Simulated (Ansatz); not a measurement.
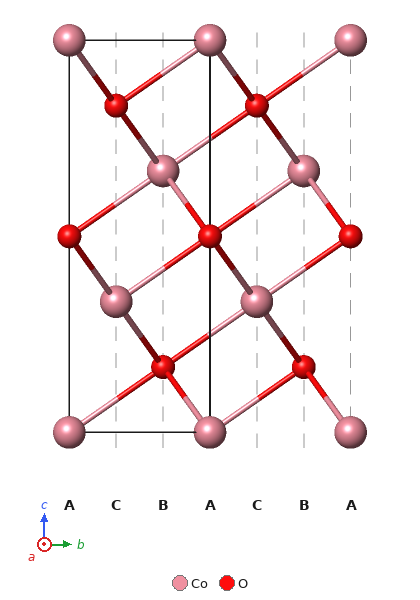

Projection along an edge of the hexagonal mesh, stacking direction c upwards. The dashed lines mark the three columns A (0, 0), B (1/3, 2/3) and C (2/3, 1/3). The sequence starts with the first layer at or above the cell's origin.

The compound is CoO, taken as the geometry relaxed with DFT PBE+U, scalar-relativistic, plane waves, PAW in Ansatz 0.2.0.

**Give the sequence of layers in one repeat, with element and column.**

Co(A) – O(B) – Co(C) – O(A) – Co(B) – O(C) (six layers in 7.42 Å).

**How are the O layers alone stacked?**

O layers alone: BAC, the cubic close-packed type.

**Which positions between or in the O layers do the other atoms fill?**

Co: three octahedral sites, counted in one hexagonal cell.
